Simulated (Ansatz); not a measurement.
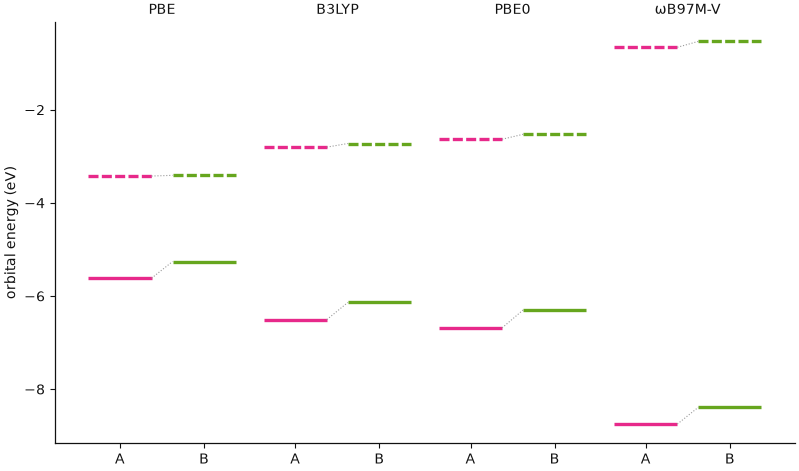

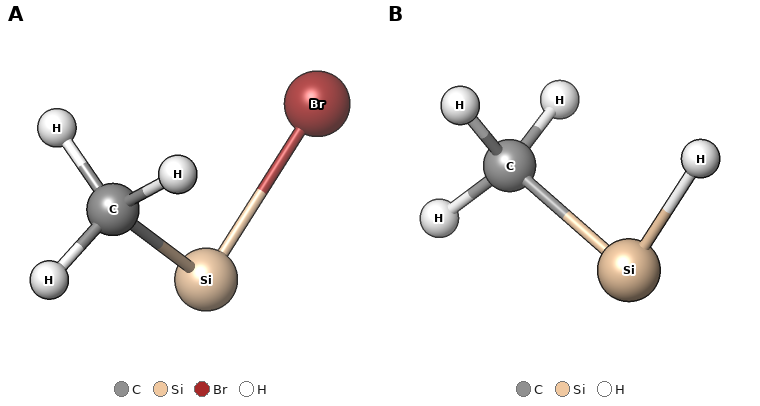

One change: A, CH₃BrSi (SMILES C[Si]Br), becomes B, CH₄Si (SMILES C[SiH]). Br on Si is replaced by H. HOMO (solid) and LUMO (dashed) computed in def2-TZVPP at PBE0-D4/def2-TZVP geometries, both minima by their frequencies, gas phase, the Ansatz code.

What does the change do to HOMO and LUMO?

Answer. PBE: the HOMO rises by 0.36 eV, the LUMO rises by 0.02 eV, and the separation goes from 2.19 to 1.85 eV. B3LYP: the HOMO rises by 0.37 eV, the LUMO rises by 0.08 eV, and the separation goes from 3.70 to 3.41 eV. PBE0: the HOMO rises by 0.38 eV, the LUMO rises by 0.11 eV, and the separation goes from 4.05 to 3.77 eV. ωB97M-V: the HOMO rises by 0.36 eV, the LUMO rises by 0.13 eV, and the separation goes from 8.09 to 7.86 eV.

Do the functionals agree on the effect?

Answer. They agree on the direction for both levels; the HOMO shift lies between 0.36 and 0.38 eV and the LUMO shift between 0.02 and 0.13 eV, while the separations themselves differ by up to 6.0 eV between functionals.
